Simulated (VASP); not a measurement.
Band structure of SnTe (rock salt). These are SCAN meta-GGA, VASP's PBE PAW potentials (set 64) (plane waves; VASP) values and carry that method's errors.

Unless said otherwise, spin-orbit coupling is left out, though it shifts the bands of the heavy elements here.

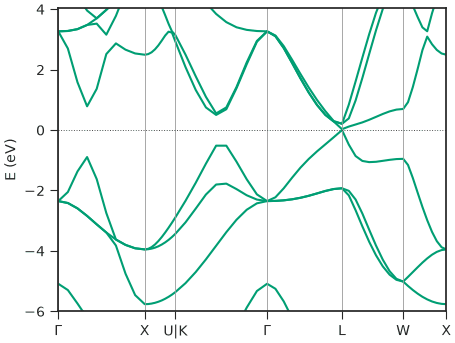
*Bands along high-symmetry lines, zero at the valence-band maximum or, without a gap, the Fermi level*

**Question.** Read the plot: is there a gap, and where are the band edges?

**Answer.** The gap is direct, 0.03 eV, from the valence maximum at L to the conduction minimum at L.

The compound is SnTe in the rock salt structure, which distorts at low temperature. It was relaxed first.
